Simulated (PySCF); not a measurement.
# AlCl (aluminium monochloride) at M06-2X/aug-cc-pVTZ

Aim: the vertical singlet–triplet gap of AlCl (aluminium monochloride) at M06-2X/aug-cc-pVTZ, from 2 runs. 

The calculation is run with PySCF 2.14.0.

1 further run of the same task is left out (set aside as unsound or not needed). Runs told in other sessions of the task aren't counted.

### 1 The system as given

AlCl: 2 atoms, total charge 0, spin state singlet. SMILES: `[Al][Cl]`. The bond length is the measured one.

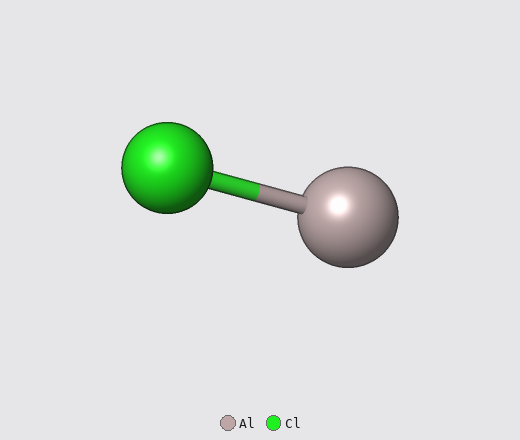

The structure, seen from a chosen angle (aluminium light grey, chlorine green).

### 2 The energy at M06-2X/aug-cc-pVTZ

The input, run.py:

```python
from pyscf import gto, dft

molecule = gto.M(
    atom='''
Al     0.000000     0.000000     0.000000
Cl     0.000000     0.000000     4.025330
''',
    basis='aug-cc-pvtz',
    verbose=4,
    unit='bohr',
    max_memory=1860,
    charge=0,
)

mf = dft.RKS(molecule, xc='m06-2x')
mf.grids.level = 5
mf.conv_tol = 1e-10
mf.kernel()
if not mf.converged:
    mf = mf.newton().run(mf.mo_coeff, mf.mo_occ)

e_tot = mf.e_tot
print('Final energy', e_tot)
```

Command:

```bash
OMP_NUM_THREADS=1 python run.py
```

The log of the run:

```text
PySCF version 2.14.0

[INPUT] num. atoms = 2
[INPUT] num. electrons = 30
[INPUT] charge = 0
[INPUT] spin (= nelec alpha-beta = 2S) = 0
[INPUT] symmetry False subgroup None
[INPUT] Mole.unit = bohr
[INPUT] Symbol           X                Y                Z      unit          X                Y                Z       unit  Magmom
[INPUT]  1 Al     0.000000000000   0.000000000000   0.000000000000 AA    0.000000000000   0.000000000000   0.000000000000 Bohr   0.0
[INPUT]  2 Cl     0.000000000000   0.000000000000   2.130112902433 AA    0.000000000000   0.000000000000   4.025330000000 Bohr   0.0

nuclear repulsion = 54.9023309890121
number of shells = 26
number of NR pGTOs = 150
number of NR cGTOs = 100
basis = aug-cc-pvtz
ecp = {}

******** <class 'pyscf.dft.rks.RKS'> ********
method = RKS
initial guess = minao
damping factor = 0
level_shift factor = 0
DIIS = <class 'pyscf.scf.diis.CDIIS'>
diis_start_cycle = 1
diis_space = 8
diis_damp = 0
SCF conv_tol = 1e-10
SCF conv_tol_grad = None
SCF max_cycles = 50
direct_scf = True
direct_scf_tol = 1e-13
XC library pyscf.dft.libxc version 7.0.0
    S. Lehtola, C. Steigemann, M. J.T. Oliveira, and M. A.L. Marques.,  SoftwareX 7, 1–5 (2018)
XC functionals = m06-2x
    Y. Zhao and D. G. Truhlar.,  Theor. Chem. Acc. 120, 215 (2008)
    Y. Zhao and D. G. Truhlar.,  Theor. Chem. Acc. 120, 215 (2008)
radial grids:
    Treutler-Ahlrichs [JCP 102, 346 (1995); DOI:10.1063/1.469408] (M4) radial grids

becke partition: Becke, JCP 88, 2547 (1988); DOI:10.1063/1.454033
pruning grids: <function nwchem_prune>
grids dens level: 5
symmetrized grids: False
atomic radii adjust function: <function treutler_atomic_radii_adjust>
small_rho_cutoff = 0
Set gradient conv threshold to 1e-05
Initial guess from minao.
tot grids = 86096
init E= -702.655571143731
  HOMO = -0.254162724988029  LUMO = -0.0443247038283924  gap/eV = 5.70998
cycle= 1 E= -702.655969995731  delta_E= -0.000399  |g|= 0.274  |ddm|= 0.892
  HOMO = -0.291685235080941  LUMO = -0.0496814818202929  gap/eV = 6.58526
cycle= 2 E= -702.661723771245  delta_E= -0.00575  |g|= 0.281  |ddm|= 0.556
  HOMO = -0.292573418311237  LUMO = -0.0383073248235424  gap/eV = 6.91893
cycle= 3 E= -702.683150145375  delta_E= -0.0214  |g|= 0.0127  |ddm|= 0.198
  HOMO = -0.290687154129156  LUMO = -0.036224665705124  gap/eV = 6.92428
cycle= 4 E= -702.68321335226  delta_E= -6.32e-05  |g|= 0.00385  |ddm|= 0.0247
  HOMO = -0.290452707178549  LUMO = -0.0359149601435959  gap/eV = 6.92632
cycle= 5 E= -702.683219673377  delta_E= -6.32e-06  |g|= 0.00168  |ddm|= 0.012
  HOMO = -0.290663360571234  LUMO = -0.0361023750030931  gap/eV = 6.92696
cycle= 6 E= -702.683220577382  delta_E= -9.04e-07  |g|= 0.000321  |ddm|= 0.0029
  HOMO = -0.290652311395696  LUMO = -0.03610757976039  gap/eV = 6.92651
cycle= 7 E= -702.683220614191  delta_E= -3.68e-08  |g|= 8e-05  |ddm|= 0.000719
  HOMO = -0.290659164580313  LUMO = -0.0361147146639458  gap/eV = 6.92651
cycle= 8 E= -702.683220616697  delta_E= -2.51e-09  |g|= 8.45e-06  |ddm|= 0.000155
  HOMO = -0.290659267902425  LUMO = -0.0361147298876149  gap/eV = 6.92651
cycle= 9 E= -702.683220616757  delta_E= -5.95e-11  |g|= 1.08e-06  |ddm|= 2.13e-05
  HOMO = -0.290659213070452  LUMO = -0.0361147933862443  gap/eV = 6.92651
Extra cycle  E= -702.683220616758  delta_E= -1.36e-12  |g|= 3.73e-07  |ddm|= 1.87e-06
converged SCF energy = -702.683220616758
Final energy -702.6832206167579
```

Run time: 13 s. Hardware: 1 thread of Arm Neoverse V2, shared host; peak memory 0.53 GiB.

### 3 The triplet, same level

The input, job.py:

```python
from pyscf import gto, dft

system = gto.Mole()
system.atom = '''
Al     0.000000     0.000000     0.000000
Cl     0.000000     0.000000     2.130113
'''
system.verbose = 4
system.max_memory = 1860
system.basis = 'aug-cc-pvtz'
system.spin = 2
system.charge = 0
system.build()

myscf = dft.UKS(system)
myscf.xc = 'm06-2x'
myscf.conv_tol = 1e-10
myscf.grids.level = 5
myscf.kernel()
if not myscf.converged:
    myscf = myscf.newton().run(myscf.mo_coeff, myscf.mo_occ)

energy = myscf.e_tot
print(f'total energy: {energy:.8f} hartree')
```

Command:

```bash
OMP_NUM_THREADS=1 python job.py
```

The log of the run:

```text
PySCF version 2.14.0

[INPUT] num. atoms = 2
[INPUT] num. electrons = 30
[INPUT] charge = 0
[INPUT] spin (= nelec alpha-beta = 2S) = 2
[INPUT] symmetry False subgroup None
[INPUT] Mole.unit = angstrom
[INPUT] Symbol           X                Y                Z      unit          X                Y                Z       unit  Magmom
[INPUT]  1 Al     0.000000000000   0.000000000000   0.000000000000 AA    0.000000000000   0.000000000000   0.000000000000 Bohr   0.0
[INPUT]  2 Cl     0.000000000000   0.000000000000   2.130113000000 AA    0.000000000000   0.000000000000   4.025330184376 Bohr   0.0

nuclear repulsion = 54.9023284742734
number of shells = 26
number of NR pGTOs = 150
number of NR cGTOs = 100
basis = aug-cc-pvtz
ecp = {}

[... 33 lines left out ...]
[... the frontier-level lines of each cycle are left out ...]
[... 3 lines left out ...]
[... 5 lines left out ...]
[... 5 lines left out ...]
[... 5 lines left out ...]
[... 5 lines left out ...]
[... 5 lines left out ...]
[... 5 lines left out ...]
[... 5 lines left out ...]
[... 5 lines left out ...]

cycle= 9 E= -702.572025533368  delta_E= -8.78e-08  |g|= 6.27e-05  |ddm|= 0.000986


cycle= 10 E= -702.572025537707  delta_E= -4.34e-09  |g|= 2.5e-05  |ddm|= 0.000309


cycle= 11 E= -702.572025538399  delta_E= -6.92e-10  |g|= 1.05e-05  |ddm|= 5.29e-05


cycle= 12 E= -702.572025538532  delta_E= -1.33e-10  |g|= 3.18e-06  |ddm|= 2.49e-05


cycle= 13 E= -702.572025538548  delta_E= -1.59e-11  |g|= 8.78e-07  |ddm|= 9.19e-06


Extra cycle  E= -702.572025538553  delta_E= -5.46e-12  |g|= 6.93e-07  |ddm|= 4.63e-06
converged SCF energy = -702.572025538553  <S^2> = 2.0020189  2S+1 = 3.0013456
total energy: -702.57202554 hartree
```

Run time: 34 s. Hardware: 1 thread of Arm Neoverse V2, shared host; peak memory 0.54 GiB.

### 4 Outcome

Level: M06-2X/aug-cc-pVTZ.

| quantity | value |
| --- | --- |
| singlet: total energy | -702.68322 Eh |
| singlet: dipole moment | 1.74 D |
| singlet: HOMO energy | -7.91 eV |
| singlet: LUMO energy | -0.98 eV |
| singlet: HOMO–LUMO gap | 6.93 eV |
| triplet: total energy | -702.57203 Eh |
| triplet: dipole moment | 1.83 D |
| triplet: HOMO energy (highest over α and β) | -4.81 eV |
| triplet: ⟨S²⟩ | 2.002 |
| vertical energy of the triplet above the singlet | 3.026 eV |

At this shape the triplet lies 3.03 eV (292 kJ/mol) above the singlet.
